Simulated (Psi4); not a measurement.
# SiHF: single-point calculation

The run: single-point calculation of SiHF. Method and program: OMP2/def2-TZVPPD, RHF (Psi4 1.11).

The geometry comes from this level: PBE0-D4/def2-TZVP.

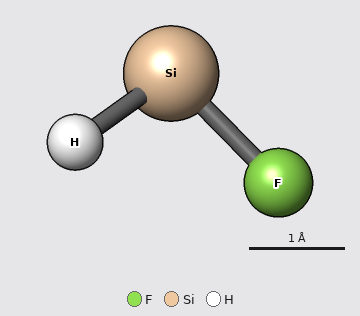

*The structure (ball-and-stick view, seen at a tilt).*

### Input (calc.py)
```python
import psi4

psi4.set_memory(2200000000)
psi4.set_num_threads(1)
psi4.set_output_file('psi4.out', False)

mol = psi4.geometry("""
0 1
F
Si 1 1.612168
H 2 1.540551 1 96.30929
symmetry c1
""")

psi4.set_options({
    'basis': 'def2-TZVPPD',
    'puream': True,
    'e_convergence': 1e-09,
    'd_convergence': 1e-08,
    'scf_type': 'pk',
    'num_frozen_docc': 6,
})

e = psi4.energy("omp2", molecule=mol)
print('E =', round(e, 9))
```

Hardware: 1 thread of Intel Xeon (Granite Rapids), 64 GiB of memory available, shared host.

Launch command:
```bash
python calc.py
```

### Log
```
Psi4 1.11 release

   => Loading Basis Set <=

    Name: DEF2-TZVPPD
    Role: ORBITAL
    Keyword: BASIS

         ---------------------------------------------------------
                                   SCF
                              RHF Reference
                        1 Threads,   2098 MiB Core
         ---------------------------------------------------------

  ==> Geometry <==

    Molecular point group: c1
    Full point group: Cs

    Geometry (in Angstrom), charge = 0, multiplicity = 1:

       Center              X                  Y                   Z               Mass
    ------------   -----------------  -----------------  -----------------  -----------------
         F           -0.032161327637     0.977403707231     0.000000000000    18.998403162730
         SI          -0.032161327637    -0.634764292769     0.000000000000    27.976926534650
         H            1.499058785960    -0.804063871374     0.000000000000     1.007825032230

  Running in c1 symmetry.

  Rotational constants: A =      7.46574  B =      0.55951  C =      0.52050 [cm^-1]
  Rotational constants: A = 223817.28975  B =  16773.80066  C =  15604.34593 [MHz]
  Nuclear repulsion =   48.194571950340311

  Charge       = 0
  Multiplicity = 1
  Electrons    = 24
  Nalpha       = 12
  Nbeta        = 12

  ==> Algorithm <==

  SCF Algorithm Type is PK.
  DIIS enabled.
  MOM disabled.
  Fractional occupation disabled.
  Guess Type is SAD.
  Energy threshold   = 1.00e-09
  Density threshold  = 1.00e-08
  Integral threshold = 1.00e-12

  ==> Primary Basis <==

  Basis Set: DEF2-TZVPPD
    Blend: DEF2-TZVPPD
    Number of shells: 37
    Number of basis functions: 105
    Number of Cartesian functions: 119
    Spherical Harmonics?: true
    Max angular momentum: 3

  ==> Integral Setup <==

  Using in-core PK algorithm.
   Calculation information:
      Number of atoms:                   3
      Number of AO shells:              37
      Number of primitives:             61
      Number of atomic orbitals:       119
      Number of basis functions:       105

      Integral cutoff                 1.00e-12
      Number of threads:                 1

  Performing in-core PK
  Using 30974790 doubles for integral storage.
  We computed 242921 shell quartets total.
  Whereas there are 247456 unique shell quartets.

  ==> DiskJK: Disk-Based J/K Matrices <==

    J tasked:                  Yes
    K tasked:                  Yes
    wK tasked:                  No
    Memory [MiB]:             1573
    Schwarz Cutoff:          1E-12

  Minimum eigenvalue in the overlap matrix is 8.8324889378E-04.
  Reciprocal condition number of the overlap matrix is 1.5076011238E-04.
    Using symmetric orthogonalization.

  ==> Pre-Iterations <==

  SCF Guess: Superposition of Atomic Densities via on-the-fly atomic UHF (no occupation information).

   -------------------------
    Irrep   Nso     Nmo
   -------------------------
     A        105     105
   -------------------------
    Total     105     105
   -------------------------

  ==> Iterations <==

                        Total Energy        Delta E     RMS |[F,P]|

   @RHF iter SAD:  -388.23406490580061   -3.88234e+02   0.00000e+00
   @RHF iter   1:  -388.97341889093099   -7.39354e-01   3.15452e-03 ADIIS/DIIS
   @RHF iter   2:  -388.99651609040632   -2.30972e-02   2.14715e-03 ADIIS/DIIS
   @RHF iter   3:  -389.00996988114866   -1.34538e-02   1.92708e-04 ADIIS/DIIS
   @RHF iter   4:  -389.01024729604427   -2.77415e-04   4.34782e-05 DIIS
   @RHF iter   5:  -389.01027286787871   -2.55718e-05   8.58861e-06 DIIS
   @RHF iter   6:  -389.01027404432460   -1.17645e-06   1.70790e-06 DIIS
   @RHF iter   7:  -389.01027408899887   -4.46743e-08   4.63268e-07 DIIS
   @RHF iter   8:  -389.01027409215072   -3.15185e-09   1.24602e-07 DIIS
   @RHF iter   9:  -389.01027409238350   -2.32774e-10   2.44322e-08 DIIS
   @RHF iter  10:  -389.01027409239305   -9.54969e-12   5.77361e-09 DIIS
  Energy and wave function converged.

  ==> Post-Iterations <==

    Orbital Energies [Eh]
    ---------------------

    Doubly Occupied:

       1A    -68.835642     2A    -26.292427     3A     -6.178436
       4A     -4.280982     5A     -4.280879     6A     -4.279088
       7A     -1.589666     8A     -0.760904     9A     -0.675330
      10A     -0.659814    11A     -0.566024    12A     -0.352218

    Virtual:

      13A      0.016474    14A      0.071065    15A      0.091565
      16A      0.130732    17A      0.142205    18A      0.149714
      19A      0.157265    20A      0.172178    21A      0.172398
      22A      0.186340    23A      0.223732    24A      0.252496
      25A      0.272896    26A      0.326128    27A      0.343430
      28A      0.367197    29A      0.381596    30A      0.401396
      31A      0.449831    32A      0.462469    33A      0.486522
      34A      0.502314    35A      0.522000    36A      0.581506
      37A      0.652952    38A      0.676410    39A      0.702860
      40A      0.757879    41A      0.758579    42A      0.788453
      43A      0.826370    44A      1.013160    45A      1.045150
      46A      1.067610    47A      1.117750    48A      1.173662
      49A      1.222562    50A      1.233443    51A      1.241460
      52A      1.258934    53A      1.273875    54A      1.317680
      55A      1.340445    56A      1.380954    57A      1.388265
      58A      1.485746    59A      1.513182    60A      1.575772
      61A      1.662342    62A      1.676232    63A      1.761365
      64A      1.819982    65A      1.950523    66A      2.536583
      67A      2.578397    68A      2.748200    69A      2.748735
      70A      3.033924    71A      3.141274    72A      3.574550
      73A      3.576084    74A      3.781331    75A      3.801893
      76A      3.820052    77A      3.907376    78A      4.027821
      79A      4.255105    80A      4.300955    81A      4.349568
      82A      4.551402    83A      4.764149    84A      4.806131
      85A      4.867473    86A      4.907079    87A      5.001657
      88A      5.620191    89A      6.626400    90A      6.854048
      91A      7.054424    92A      7.385595    93A      7.386044
      94A      7.402048    95A      7.418733    96A      7.521058
      97A      7.546270    98A      7.787493    99A      9.048400
     100A      9.073765   101A      9.193638   102A      9.240739
     103A      9.456666   104A     11.995954   105A     58.880757

    Final Occupation by Irrep:
              A
    DOCC [    12 ]
    NA   [    12 ]
    NB   [    12 ]

  @RHF Final Energy:  -389.01027409239305

   => Energetics <=

    Nuclear Repulsion Energy =             48.1945719503403112
    One-Electron Energy =                -636.9068731612130705
    Two-Electron Energy =                 199.7020271184797480
    Total Energy =                       -389.0102740923929900

Computation Completed

Properties will be evaluated at   0.000000,   0.000000,   0.000000 [a0]

Properties computed using the SCF density matrix

 Multipole Moments:

 ------------------------------------------------------------------------------------
     Multipole            Electronic (a.u.)      Nuclear  (a.u.)        Total (a.u.)
 ------------------------------------------------------------------------------------

 L = 1.  Multiply by 2.5417464519 to convert [e a0] to [Debye]
 Dipole X            :         -1.3109577            1.4349602            0.1240025
 Dipole Y            :          1.2738372           -1.6896620           -0.4158248
 Dipole Z            :          0.0000000            0.0000000            0.0000000
 Magnitude           :                                                    0.4339204

 ------------------------------------------------------------------------------------

	total time  =          1 seconds =       0.02 minutes
  Constructing Basis Sets for DFOCC...

   => Loading Basis Set <=

    Name: (DEF2-TZVPPD AUX)
    Role: JKFIT
    Keyword: DF_BASIS_SCF

   => Loading Basis Set <=

    Name: (DEF2-TZVPPD AUX)
    Role: RIFIT
    Keyword: DF_BASIS_CC

  Module DFOCC Options:
  ----------------------------------------------------------------------------
  ACTIVE                        => (empty)
  BASIS_RELATIVISTIC            => (empty)
  BENCH                         => (empty)
  CC_DIIS_MAX_VECS              => (empty)
  CC_DIIS_MIN_VECS              => (empty)
  CC_LAMBDA                     => (empty)
  CC_MAXITER                    => (empty)
  CC_TYPE                       => (empty)
  CHOLESKY                      => FALSE           !
  CHOLESKY_TOLERANCE            => (empty)
  CI_TYPE                       => (empty)
  COMPUT_S2                     => (empty)
  CUBEPROP_BASIS_FUNCTIONS      => (empty)
  CUBEPROP_FILEPATH             => (empty)
  CUBEPROP_ISOCONTOUR_THRESHOLD => (empty)
  CUBEPROP_ORBITALS             => (empty)
  CUBEPROP_TASKS                => (empty)
  CUBIC_BASIS_TOLERANCE         => (empty)
  CUBIC_BLOCK_MAX_POINTS        => (empty)
  CUBIC_GRID_OVERAGE            => (empty)
  CUBIC_GRID_SPACING            => (empty)
  CUTOFF                        => (empty)
  DDX                           => (empty)
  DEBUG                         => (empty)
  DERTYPE                       => (empty)
  DF_BASIS_CC                   => (empty)
  DIE_IF_NOT_CONVERGED          => (empty)
  DKH_ORDER                     => (empty)
  DOCC                          => (empty)
  DO_DIIS                       => (empty)
  DO_LEVEL_SHIFT                => (empty)
  DO_SCS                        => FALSE           !
  DO_SOS                        => FALSE           !
  E3_SCALE                      => (empty)
  EKT_IP                        => (empty)
  EXTERNAL_POTENTIAL_SYMMETRY   => (empty)
  E_CONVERGENCE                 => 1e-09           !
  FREEZE_CORE                   => (empty)
  FREEZE_CORE_POLICY            => (empty)
  FROZEN_DOCC                   => (empty)
  FROZEN_UOCC                   => (empty)
  HESS_TYPE                     => (empty)
  INTEGRAL_CUTOFF               => (empty)
  INTEGRAL_PACKAGE              => (empty)
  LEVEL_SHIFT                   => (empty)
  LINEQ_SOLVER                  => (empty)
  LITERAL_CFOUR                 => (empty)
  LS_THC_BASIS_TOLERANCE        => (empty)
  LS_THC_DF                     => (empty)
  LS_THC_PRUNING_SCHEME         => (empty)
  LS_THC_RADIAL_POINTS          => (empty)
  LS_THC_SPHERICAL_POINTS       => (empty)
  LS_THC_S_EPSILON              => (empty)
  LS_THC_WEIGHTS_TOLERANCE      => (empty)
  MAT_NUM_COLUMN_PRINT          => (empty)
  MAX_MOGRAD_CONVERGENCE        => (empty)
  MAX_RADIAL_MOMENT             => (empty)
  MBIS_D_CONVERGENCE            => (empty)
  MBIS_MAXITER                  => (empty)
  MBIS_PRUNING_SCHEME           => (empty)
  MBIS_RADIAL_POINTS            => (empty)
  MBIS_SPHERICAL_POINTS         => (empty)
  MOLDEN_WITH_VIRTUAL           => (empty)
  MOLDEN_WRITE                  => (empty)
  MO_DIIS_NUM_VECS              => (empty)
  MO_MAXITER                    => (empty)
  MO_STEP_MAX                   => (empty)
  MP2_AMP_TYPE                  => (empty)
  MP2_OS_SCALE                  => (empty)
  MP2_SOS_SCALE                 => (empty)
  MP2_SOS_SCALE2                => (empty)
  MP2_SS_SCALE                  => (empty)
  MP2_TYPE                      => (empty)
  MP_TYPE                       => (empty)
  NAT_ORBS                      => FALSE           !
  NUM_FROZEN_DOCC               => 6               !
  NUM_FROZEN_UOCC               => (empty)
  NUM_GPUS                      => (empty)
  OCC_ORBS_PRINT                => (empty)
  OEPROP                        => (empty)
  OO_SCALE                      => (empty)
  OPT_METHOD                    => (empty)
  ORBITAL_OPTIMIZER_PACKAGE     => (empty)
  ORB_OPT                       => TRUE            !
  ORB_RESP_SOLVER               => (empty)
  ORTH_TYPE                     => (empty)
  PARENT_SYMMETRY               => (empty)
  PCG_BETA_TYPE                 => (empty)
  PCG_CONVERGENCE               => (empty)
  PCG_MAXITER                   => (empty)
  PCM                           => (empty)
  PE                            => (empty)
  PPL_TYPE                      => (empty)
  PRINT                         => (empty)
  PRINT_NOONS                   => (empty)
  PROPERTIES                    => (empty)
  PROPERTIES_ORIGIN             => (empty)
  PUREAM                        => TRUE            !
  QCHF                          => (empty)
  QC_MODULE                     => (empty)
  RAS1                          => (empty)
  RAS2                          => (empty)
  RAS3                          => (empty)
  RAS4                          => (empty)
  READ_SCF_3INDEX               => (empty)
  REGULARIZATION                => (empty)
  REG_PARAM                     => (empty)
  RELATIVISTIC                  => (empty)
  REMP_A                        => (empty)
  RESTRICTED_DOCC               => (empty)
  RESTRICTED_UOCC               => (empty)
  RMS_MOGRAD_CONVERGENCE        => (empty)
  R_CONVERGENCE                 => (empty)
  SCF_TYPE                      => PK              !
  SCREENING                     => (empty)
  SCS_TYPE                      => (empty)
  SOCC                          => (empty)
  SOS_TYPE                      => (empty)
  TRIPLES_IABC_TYPE             => (empty)
  WFN                           => (empty)
  WFN_TYPE                      => DF-OMP2         !
  WRITER_FILE_LABEL             => (empty)
  ZORA_BASIS_TOLERANCE          => (empty)
  ZORA_NR_DEBUG                 => (empty)
  ZORA_PRUNING_SCHEME           => (empty)
  ZORA_RADIAL_POINTS            => (empty)
  ZORA_SPHERICAL_POINTS         => (empty)

	Warning: cc_lambda option is changed to TRUE
	For this residual convergence, default PCG convergence is:     1.00e-07
	For this energy convergence, default RMS orbital gradient is:     3.16e-07
	For this energy convergence, default MAX orbital gradient is:     2.00e-06

 ==============================================================================
 ==============================================================================
 ==============================================================================

                      DF-OMP2 (DF-OO-MP2)

 ==============================================================================
 ==============================================================================
 ==============================================================================

	MO Hessian type is changed to 'HF'
	MO spaces...

	 FC   OCC   VIR   FV
	----------------------
	  6    6    93    0
	Number of basis functions in the DF-HF basis: 223
	Number of basis functions in the DF-CC basis: 270

	Minimum required memory for amplitudes:      7.13 MB

	Computing DF-MP2 energy using SCF MOs (Canonical DF-MP2)...
	=======================================================================
	Nuclear Repulsion Energy (a.u.)    :    48.19457195034031
	DF-HF Energy (a.u.)                :  -389.01027409239305
	REF Energy (a.u.)                  :  -389.01027409239305
	DF-MP2 Correlation Energy (a.u.)   :    -0.35491149155178
	DF-MP2 Total Energy (a.u.)         :  -389.36518558394482
	=======================================================================

	Number of independent-pairs: 1152

 ==============================================================================
 ================ Performing DF-OMP2 iterations... ============================
 ==============================================================================
	            Minimizing DF-MP2-L Functional
	            ------------------------------
 Iter       E_total           DE           RMS MO Grad      MAX MO Grad      RMS T2
 ----    ---------------    ----------     -----------      -----------     ----------
	successfully fired up coupled DIIS...
   1     -389.3702017824     -4.92e-03       4.06e-04         5.10e-03        2.68e-05
   2     -389.3703168351     -1.15e-04       1.12e-04         1.51e-03        4.50e-06
   3     -389.3703350602     -1.82e-05       7.38e-05         1.40e-03        4.28e-07
   4     -389.3703453648     -1.03e-05       5.91e-05         1.22e-03        2.15e-07
   5     -389.3703570193     -1.17e-05       3.74e-05         7.96e-04        1.25e-07
   6     -389.3703612226     -4.20e-06       2.36e-05         5.05e-04        8.11e-08
   7     -389.3703625523     -1.33e-06       1.62e-05         3.12e-04        3.70e-08
   8     -389.3703632317     -6.79e-07       1.03e-05         1.92e-04        5.98e-08
   9     -389.3703635795     -3.48e-07       6.26e-06         1.11e-04        1.48e-08
  10     -389.3703636445     -6.50e-08       5.29e-06         9.97e-05        1.35e-08
  11     -389.3703637161     -7.16e-08       4.03e-06         8.34e-05        6.46e-09
  12     -389.3703637718     -5.57e-08       2.91e-06         6.57e-05        6.78e-09
  13     -389.3703637894     -1.76e-08       2.54e-06         5.69e-05        3.22e-09
  14     -389.3703638112     -2.18e-08       1.96e-06         4.21e-05        3.77e-09
  15     -389.3703638248     -1.36e-08       1.55e-06         3.09e-05        2.65e-09
  16     -389.3703638342     -9.42e-09       1.10e-06         2.25e-05        5.15e-09
  17     -389.3703638400     -5.75e-09       6.82e-07         1.44e-05        2.77e-09
  18     -389.3703638415     -1.60e-09       5.01e-07         1.06e-05        1.44e-09
  19     -389.3703638426     -1.02e-09       3.22e-07         6.98e-06        6.23e-10
  20     -389.3703638428     -2.69e-10       2.59e-07         4.99e-06        4.54e-10
  21     -389.3703638430     -1.45e-10       2.11e-07         3.91e-06        5.80e-10
  22     -389.3703638431     -9.98e-11       1.72e-07         3.88e-06        3.13e-10
  23     -389.3703638432     -8.80e-11       1.37e-07         3.48e-06        1.84e-10
  24     -389.3703638432     -5.04e-11       1.12e-07         3.01e-06        4.08e-10
  25     -389.3703638433     -3.76e-11       9.05e-08         2.38e-06        1.27e-10
  26     -389.3703638433     -2.01e-11       7.72e-08         1.83e-06        1.27e-10
  27     -389.3703638433     -2.51e-11       5.14e-08         9.89e-07        1.38e-10
  28     -389.3703638433     -8.01e-12       3.56e-08         8.50e-07        1.27e-10
  29     -389.3703638433     -2.61e-12       2.93e-08         7.59e-07        5.49e-11

 ==============================================================================
 ======================== DF-OMP2 ITERATIONS ARE CONVERGED ====================
 ==============================================================================

	Computing MP2 energy using optimized MOs...
	=======================================================================
	Nuclear Repulsion Energy (a.u.)    :    48.19457195034031
	DF-HF Energy (a.u.)                :  -389.01027409239305
	REF Energy (a.u.)                  :  -389.00466074883764
	DF-MP2 Correlation Energy (a.u.)   :    -0.36008975092005
	DF-MP2 Total Energy (a.u.)         :  -389.37036384331310
	=======================================================================

	=======================================================================
	================ DF-OMP2 FINAL RESULTS ================================
	=======================================================================
	Nuclear Repulsion Energy (a.u.)    :    48.19457195034031
	DF-HF Energy (a.u.)                :  -389.01027409239305
	REF Energy (a.u.)                  :  -389.00466074883764
	DF-OMP2 Correlation Energy (a.u.)  :    -0.36008975092346
	Edfomp2 - Eref (a.u.)              :    -0.36570309447887
	DF-OMP2 Total Energy (a.u.)        :  -389.37036384331651
	=======================================================================

	total time  =         10 seconds =       0.17 minutes
```

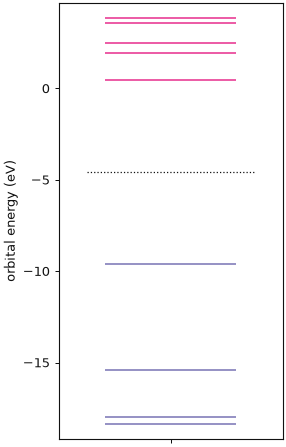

*Orbital energies near the frontier (SCF reference); the dotted line parts filled from empty levels, and levels within 0.02 eV of each other stand side by side.*

Highest filled −9.58 eV, lowest empty 0.45 eV, 10.03 eV apart.

### Key numbers

```tsv
quantity	value
outcome	converged
total energy	−389.370364 hartree
SCF energy	−389.010274 hartree
MP2 energy	−389.365186 hartree
correlation energy	−0.360090 hartree
basis functions	105
HOMO of the SCF reference	−9.58 eV
LUMO of the SCF reference	0.45 eV
wall time	14 s
peak memory	0.43 GiB
```
